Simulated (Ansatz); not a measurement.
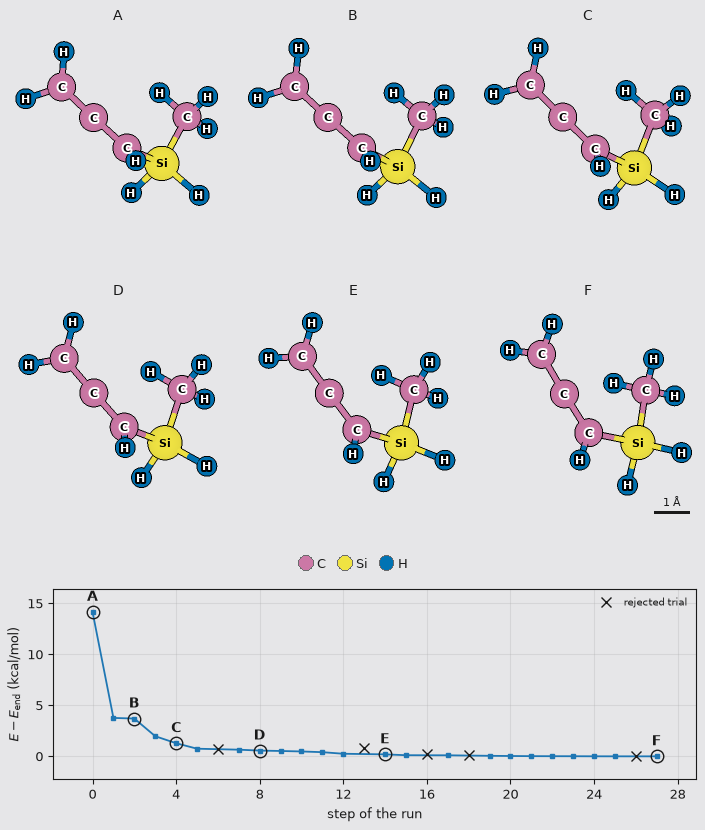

Frames of a relaxation of C$_{4}$H$_{8}$Si (coarse preliminary run), marked on the history of the run. A ball-and-stick model, seen at a tilt.

The start comes from a force field.

The calculation used RKS PBE-D4/def2-SVP (Ansatz 0.2.0). (force threshold 0.03 eV/Å; at most 200 steps)

Question: Describe the path.

Answer: The largest move after the best rigid fit is that of an H atom, 1.07 Å. By element the largest moves are H 1.07 Å, C 0.39 Å, Si 0.25 Å. Near-neighbour distances that change, for instance: C–Si 1.778 → 1.885 Å, C–H 1.028 → 1.108 Å, C–H 1.055 → 1.109 Å, C–C 1.280 → 1.319 Å. Bond angles that change, for instance: C–Si–C 116.8° → 110.4°, C–C–H 126.7° → 121.2°, C–Si–H 104.1° → 108.9°. Groups turn about C–Si by about 55°. Over 22 accepted moves (27 points after the start) the energy falls by 14.2 kcal/mol. The largest force component goes from 3.1 to 0.022 eV/Å. The line search rejected the trial steps at points 6, 13, 16, 18, 26 of the run. The forces were under the threshold at step 20, but the run went on from there. Cost: 26 s on 4 threads of AMD EPYC 7B13 (shared host). From step 0 to 2: an H atom moves most (0.12 Å), energy −10.5 kcal/mol. From step 2 to 4: an H atom moves most (0.23 Å), energy −2.42 kcal/mol. From step 4 to 8: an H atom moves most (0.31 Å), energy −0.72 kcal/mol. From step 8 to 14: an H atom moves most (0.29 Å), energy −0.37 kcal/mol. From step 14 to 27: an H atom moves most (0.36 Å), energy −0.20 kcal/mol.

```tsv
step	E − E(0), kcal/mol	largest force component, eV/Å	note
0	0.00	3.0867	
1	-10.41	1.1426	
2	-10.47	1.3324	
3	-12.20	0.4673	
4	-12.89	0.2353	
5	-13.43	0.0595	
6	-13.41	0.0769	rejected
7	-13.52	0.0346	
8	-13.61	0.1179	
9	-13.65	0.1613	
10	-13.70	0.1799	
11	-13.77	0.1598	
12	-13.92	0.1085	
13	-13.35	0.4919	rejected
14	-13.98	0.0607	
15	-14.07	0.0558	
16	-13.98	0.2798	rejected
17	-14.07	0.1243	
18	-14.03	0.1908	rejected
19	-14.12	0.0677	
20	-14.14	0.0131	
21	-14.16	0.0335	
22	-14.16	0.0606	
23	-14.17	0.0631	
24	-14.17	0.0267	
25	-14.18	0.0248	
26	-14.16	0.0607	rejected
27	-14.18	0.0221
```
